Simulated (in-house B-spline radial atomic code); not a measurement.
# Excited states and polarisability of Ba⁸⁺ by several methods

How far do the methods of linear response differ for Ba⁸⁺? Each gives excitation energies, polarisability and C6.

Method: linear response of a closed shell, each method with its own adiabatic kernel; non-relativistic; B-spline basis; no spin-orbit coupling, no double excitations; only terms of natural parity, (−1)^L, with L up to 3 are computed. Code: in-house B-spline radial atomic code version 1.

## (1) Starting point

* element: barium (Z = 56)
* charge: +8
* configuration: [Kr] 4d10 5s2
* runs: TDHF; BSE on G0W0@HF; LDA (VWN5); PBE; PBE0; B3LYP; CAM-B3LYP; LC-ωPBE; ωB97X; HSE06; BHandHLYP; BLYP; PBEsol; BP86; exchange-only LDA; B97-1; RPBE; OLYP

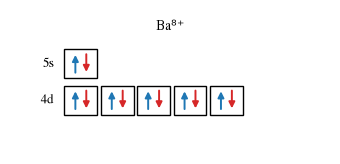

Outer shells as boxes.

## (2) TDHF

Settings of the run:

```ini
Z = 56
electrons = 48.0
configuration = [Kr] 4d10 5s2
hamiltonian = nr
method = hf
box_radius = 11.59
intervals = 54
```

Run with:

```
$ python run_td.py task.json out
```

The settings of every run stand in task.json; they run in order.

## (3) BSE on G0W0@HF

Changes to the settings of step 2:

```diff
@@ -4,3 +4,3 @@
 hamiltonian = nr
-method = hf
+method = bse
 box_radius = 11.59
```

## (4) LDA (VWN5)

Changes to the settings of step 3:

```diff
@@ -4,3 +4,3 @@
 hamiltonian = nr
-method = bse
+method = lda,vwn
 box_radius = 11.59
```

## (5) PBE

Changes to the settings of step 4:

```diff
@@ -4,3 +4,3 @@
 hamiltonian = nr
-method = lda,vwn
+method = pbe,pbe
 box_radius = 11.59
```

## (6) PBE0

Changes to the settings of step 5:

```diff
@@ -4,3 +4,3 @@
 hamiltonian = nr
-method = pbe,pbe
+method = pbe0
 box_radius = 11.59
```

## (7) B3LYP

Changes to the settings of step 6:

```diff
@@ -4,3 +4,3 @@
 hamiltonian = nr
-method = pbe0
+method = b3lyp
 box_radius = 11.59
```

## (8) CAM-B3LYP

Changes to the settings of step 7:

```diff
@@ -4,3 +4,3 @@
 hamiltonian = nr
-method = b3lyp
+method = camb3lyp
 box_radius = 11.59
```

## (9) LC-ωPBE

Changes to the settings of step 8:

```diff
@@ -4,3 +4,3 @@
 hamiltonian = nr
-method = camb3lyp
+method = lc_wpbe
 box_radius = 11.59
```

## (10) ωB97X

Changes to the settings of step 9:

```diff
@@ -4,3 +4,3 @@
 hamiltonian = nr
-method = lc_wpbe
+method = wb97x
 box_radius = 11.59
```

## (11) HSE06

Changes to the settings of step 10:

```diff
@@ -4,3 +4,3 @@
 hamiltonian = nr
-method = wb97x
+method = hse06
 box_radius = 11.59
```

## (12) BHandHLYP

Changes to the settings of step 11:

```diff
@@ -4,3 +4,3 @@
 hamiltonian = nr
-method = hse06
+method = bhandhlyp
 box_radius = 11.59
```

## (13) BLYP

Changes to the settings of step 12:

```diff
@@ -4,3 +4,3 @@
 hamiltonian = nr
-method = bhandhlyp
+method = b88,lyp
 box_radius = 11.59
```

## (14) PBEsol

Changes to the settings of step 13:

```diff
@@ -4,3 +4,3 @@
 hamiltonian = nr
-method = b88,lyp
+method = pbesol
 box_radius = 11.59
```

## (15) BP86

Changes to the settings of step 14:

```diff
@@ -4,3 +4,3 @@
 hamiltonian = nr
-method = pbesol
+method = b88,p86
 box_radius = 11.59
```

## (16) exchange-only LDA

Changes to the settings of step 15:

```diff
@@ -4,3 +4,3 @@
 hamiltonian = nr
-method = b88,p86
+method = lda,
 box_radius = 11.59
```

## (17) B97-1

Changes to the settings of step 16:

```diff
@@ -4,3 +4,3 @@
 hamiltonian = nr
-method = lda,
+method = b97_1
 box_radius = 11.59
```

## (18) RPBE

Changes to the settings of step 17:

```diff
@@ -4,3 +4,3 @@
 hamiltonian = nr
-method = b97_1
+method = rpbe,pbe
 box_radius = 11.59
```

## (19) OLYP

Changes to the settings of step 18:

```diff
@@ -4,3 +4,3 @@
 hamiltonian = nr
-method = rpbe,pbe
+method = optx,lyp
 box_radius = 11.59
```

Before running it: what results should come out? Wanted: for each run, threshold; 5s→5p ¹P; 5s→5p ³P, Tamm-Dancoff; α; C6.

The runs gave:

```tsv
run	threshold (eV)	5s→5p ¹P (eV)	5s→5p ³P, Tamm-Dancoff (eV)	α (bohr³)	C6 (hartree bohr⁶)	time
TDHF	124.23	17.404	11.864	4.153	11.16	2.5 s
BSE on G0W0@HF	126.77	18.448	13.142	3.721	9.719	3.1 s
LDA (VWN5)	120.80	18.790	14.082	3.582	9.376	1.8 s
PBE	120.15	18.679	13.885	3.630	9.532	2.1 s
PBE0	121.44	18.303	13.434	3.770	9.953	2.8 s
B3LYP	121.54	18.591	13.540	3.666	9.637	2.8 s
CAM-B3LYP	123.36	18.540	13.472	3.679	9.674	3.5 s
LC-ωPBE	124.72	18.121	13.237	3.806	10.05	3.1 s
ωB97X	124.32	18.109	13.987	3.821	10.09	3.5 s
HSE06	121.15	18.232	13.364	3.792	10.02	3.4 s
BHandHLYP	122.86	18.224	13.019	3.809	10.07	3 s
BLYP	120.33	18.871	13.790	3.566	9.340	2.2 s
PBEsol	120.21	18.526	13.699	3.678	9.674	2.1 s
BP86	120.38	18.521	13.728	3.681	9.684	2.1 s
exchange-only LDA	119.17	18.797	13.499	3.584	9.403	1.9 s
B97-1	121.16	18.382	14.031	3.742	9.871	2.9 s
RPBE	119.84	18.492	13.651	3.698	9.739	2.1 s
OLYP	119.69	18.313	13.059	3.760	9.905	2.1 s
```

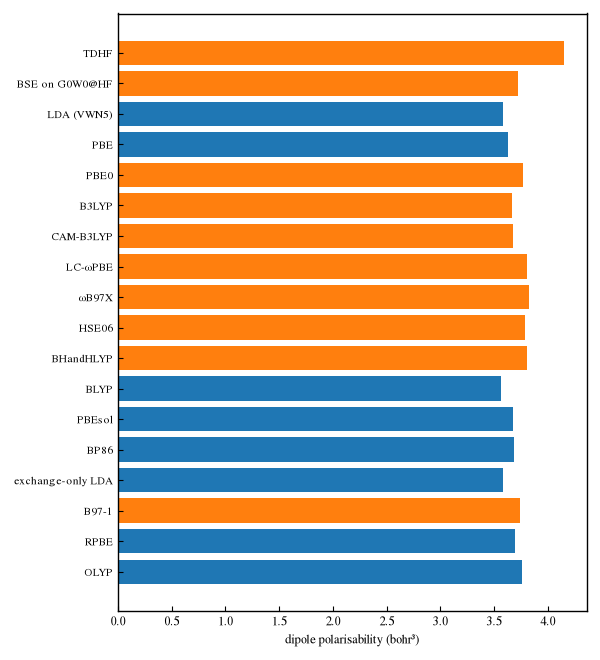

Polarisability by method; semilocal functionals blue, the others orange.

**Reading.** α runs from 3.57 (BLYP) to 4.15 bohr³ (TDHF). The semilocal functionals put the threshold at 119.17 to 120.80 eV, under Hartree-Fock's 124.23 eV, through self-interaction. In this BSE only levels near the gap carry their own quasi-particle shift; deeper ones move rigidly and higher empty ones not at all. The dearest run, CAM-B3LYP, took 1.9 times as long as LDA (VWN5). Relativity is absent, so for an element this heavy the values are those of a model, not of the real ion.
